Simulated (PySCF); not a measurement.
**SiH2Cl2 (dichlorosilane (DCS)) at 6 levels**

Wanted: a comparison of 6 runs (HF/STO-3G, HF/3-21G, SVWN5/6-311+G**, wB97M-V/6-311+G**, wB97X/6-311+G**, CCSD(T)/6-311+G**) of SiH2Cl2 (dichlorosilane (DCS)). 

The calculation is run with PySCF 2.14.0.

2 further runs of the same task are left out: 2 set aside as unsound or not needed.

## Step 1: Starting point

The species is SiH2Cl2 (5 atoms), meant as a singlet with charge 0. SMILES: `Cl[SiH2]Cl`. Geometry: relaxed at PBE0-D4/def2-TZVP.

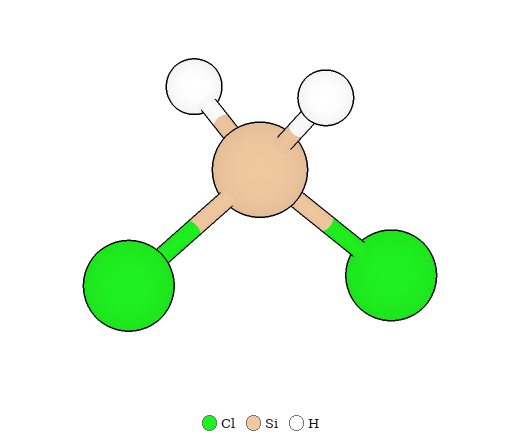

Viewed from a chosen angle; chlorine green, silicon light orange, hydrogen white.

## Step 2: A single-point energy at HF/STO-3G (run 1)

Contents of input.py:

```python
from pyscf import gto, scf

system = gto.M(
    atom='''
Cl      -1.036100      -0.393400       1.609300
Si       0.136800      -0.071700      -0.028900
Cl      -0.799200       1.196800      -1.324000
H        0.352000      -1.362200      -0.711200
H        1.396500       0.556600       0.413400
''',
    spin=0,
    basis='sto-3g',
    max_memory=1860,
    verbose=3,
)

myscf = scf.RHF(system)
myscf.conv_tol = 1e-10
myscf.kernel()
if not myscf.converged:
    myscf = myscf.newton().run(myscf.mo_coeff, myscf.mo_occ)

e_final = myscf.e_tot
print('E = %.10f Eh' % e_final)
```

Run with:

```console
OMP_NUM_THREADS=1 python input.py
```

Output:

```text
converged SCF energy = -1196.02828624167
E = -1196.0282862417 Eh
```

Run time: 0.46 s. Hardware: 1 thread of Intel Xeon 6975P-C (Granite Rapids), shared host; peak memory 0.1 GiB.

## Step 3: The energy at HF/3-21G (run 2)

Contents of input.py:

```python
# Cl[SiH2]Cl
from pyscf import gto

mol = gto.M(
    atom=[
    ('Cl', (-1.036100, -0.393400, 1.609300)),
    ('Si', (0.136800, -0.071700, -0.028900)),
    ('Cl', (-0.799200, 1.196800, -1.324000)),
    ('H', (0.352000, -1.362200, -0.711200)),
    ('H', (1.396500, 0.556600, 0.413400)),
],
    basis='3-21g',
    spin=0,
    max_memory=1860,
    verbose=3,
    charge=0,
)

hf = mol.RHF()
hf.conv_tol = 1e-10
hf.kernel()
if not hf.converged:
    hf = hf.newton().run(hf.mo_coeff, hf.mo_occ)

e_final = hf.e_tot
print('E(%s) = %.9f' % ('HF', e_final))
```

Run with:

```console
OMP_NUM_THREADS=1 python input.py
```

Output:

```text
converged SCF energy = -1203.21367424559
E(HF) = -1203.213674246
```

Wall time 0.54 s (1 thread of Intel Xeon 6975P-C (Granite Rapids), shared host); peak memory 0.12 GiB.

Runs 3 to 5 aren't shown in full; the table further down has their settings and results.

## Step 4: A single-point energy at CCSD(T)/6-311+G(d,p) (run 6)

Contents of start.xyz:

```xyz
5

Cl    -1.036100    -0.393400     1.609300
Si     0.136800    -0.071700    -0.028900
Cl    -0.799200     1.196800    -1.324000
H      0.352000    -1.362200    -0.711200
H      1.396500     0.556600     0.413400
```

Contents of run.py:

```python
from pyscf import gto, cc

molecule = gto.Mole()
molecule.atom = 'start.xyz'
molecule.max_memory = 1860
molecule.basis = '6-311+g**'
molecule.verbose = 3
molecule.build()

myscf = molecule.RHF()
myscf.conv_tol = 1e-10
myscf.kernel()
if not myscf.converged:
    myscf = myscf.newton().run(myscf.mo_coeff, myscf.mo_occ)

mycc = cc.CCSD(myscf, frozen=15)
mycc.kernel()
e_t = mycc.ccsd_t()
etot = mycc.e_tot + e_t
print(f'total energy: {etot:.8f} hartree')
```

Run with:

```console
OMP_NUM_THREADS=1 python run.py
```

Output:

```text
converged SCF energy = -1209.21628778269
E(CCSD) = -1209.624729460084  E_corr = -0.4084416773894073
CCSD(T) correction = -0.0102291148245768
total energy: -1209.63495857 hartree
```

It took 17 s on 1 thread of Intel Xeon 6975P-C (Granite Rapids), shared host; peak memory 0.57 GiB.

## Step 5: Overview of the runs

```csv
run,level,integration grid,nlc grid,energy (Eh),dipole moment (D) of the reference,HOMO energy (eV),LUMO energy (eV),wall time
1,HF/STO-3G,–,–,-1196.028286,2.95,-10.70,7.98,0.46 s
2,HF/3-21G,–,–,-1203.213674,2.78,-12.66,3.01,0.54 s
3,SVWN5/6-311+G**,5,–,-1207.085781,1.53,-7.90,-1.41,5.7 s
4,wB97M-V/6-311+G**,5,1,-1211.142867,1.59,-11.44,0.79,41 s
5,wB97X/6-311+G**,5,–,-1211.203157,1.69,-11.64,1.49,13 s
6,CCSD(T)/6-311+G**,–,–,-1209.634959,1.81,-12.48,1.51,17 s
```

## Step 6: Results

| quantity | value |
| --- | --- |
| run 6: total energy | -1209.63496 Eh |
| run 6: dipole moment (Hartree–Fock density) | 1.81 D |
| run 6: HOMO energy (Hartree–Fock orbitals) | -12.48 eV |
| run 6: LUMO energy (Hartree–Fock orbitals) | 1.51 eV |
| run 6: HOMO–LUMO gap (Hartree–Fock orbitals) | 14.00 eV |
| run 6: correlation energy (15 core orbitals frozen) | -418.7 mEh |
| run 6: (T) correction | -10.23 mEh |
| run 6: T1 diagnostic | 0.009 |

What this shows: Over runs 1, 2, 3, 4, 5 the dipole moment (its size) runs from 1.53 D (SVWN5/6-311+G**) to 2.95 D (HF/STO-3G). The two ends differ in method and basis. Over runs 1, 2, 3, 4, 5 the HOMO–LUMO gap runs from 6.49 eV (SVWN5/6-311+G**) to 18.67 eV (HF/STO-3G). Totals of different functionals can't be ranked against each other. In run 1 the basis is minimal, so the values are rough. All runs together took 77 s, the longest 41 s.
